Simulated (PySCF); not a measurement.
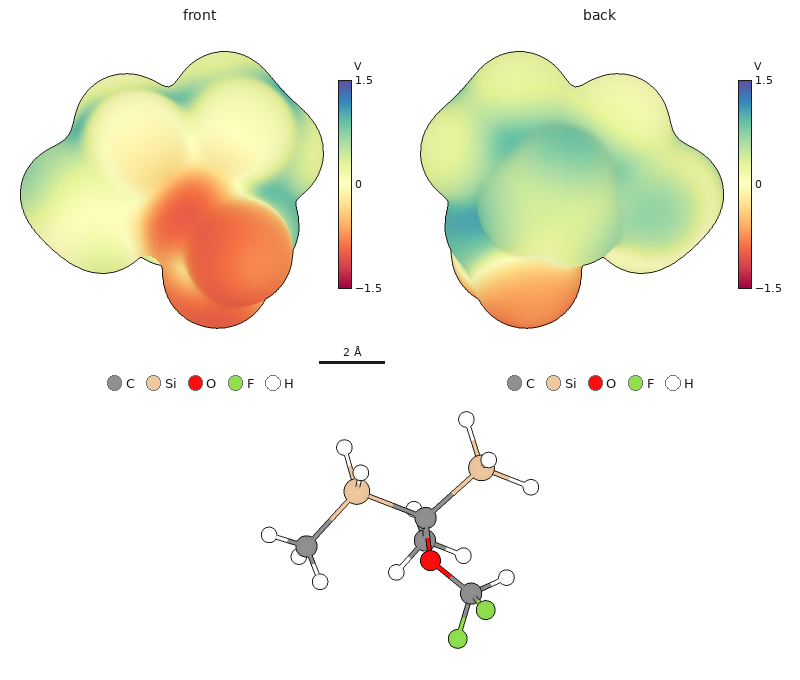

The picture shows: C₄H₁₂F₂OSi₂. The molecular electrostatic potential painted on the density surface at 0.001 e/bohr³, seen from the front and from behind; the colour scale runs from red (negative) to blue (positive). The bare structure is drawn below in the same view.

Geometry: GFN2-xTB.

All numbers below come from PBE0/pcSseg-1, SCF density, gas phase, non-relativistic in PySCF 2.14.0.

```yaml
atoms:
  - { symbol: C, position_ang: [-2.4990, -1.1905, -0.0630] }
  - { symbol: Si, position_ang: [-1.7119, 0.4981, 0.2767] }
  - { symbol: C, position_ang: [0.1865, 0.3954, -0.0671] }
  - { symbol: C, position_ang: [0.4651, -0.0605, -1.4946] }
  - { symbol: Si, position_ang: [1.1359, 2.0024, 0.3779] }
  - { symbol: O, position_ang: [0.5371, -0.6620, 0.8906] }
  - { symbol: C, position_ang: [1.7716, -1.1528, 0.8615] }
  - { symbol: F, position_ang: [2.1379, -1.5205, 2.1082] }
  - { symbol: F, position_ang: [1.8481, -2.3027, 0.1250] }
  - { symbol: H, position_ang: [-1.9511, -1.9780, 0.4468] }
  - { symbol: H, position_ang: [-3.5250, -1.2170, 0.2917] }
  - { symbol: H, position_ang: [-2.5141, -1.4271, -1.1239] }
  - { symbol: H, position_ang: [-2.2610, 1.5265, -0.6187] }
  - { symbol: H, position_ang: [-1.8781, 0.8905, 1.6762] }
  - { symbol: H, position_ang: [1.5325, -0.1272, -1.7084] }
  - { symbol: H, position_ang: [0.0248, -1.0391, -1.6796] }
  - { symbol: H, position_ang: [0.0281, 0.6561, -2.1861] }
  - { symbol: H, position_ang: [0.4708, 3.1060, -0.3096] }
  - { symbol: H, position_ang: [1.1220, 2.1551, 1.8278] }
  - { symbol: H, position_ang: [2.5229, 1.9367, -0.1011] }
  - { symbol: H, position_ang: [2.5480, -0.4724, 0.4692] }
```

Which sites attract a positive test charge, and which a negative one?

A positive charge is drawn to the negative regions and a negative charge to the positive ones. The most negative region (about −1.0 V) lies over O6, F8 and F9, the most positive (about +1.0 V) over Si5, H15 and H21.

How polar is the molecule by this calculation?

Its dipole moment is 2.92 D.
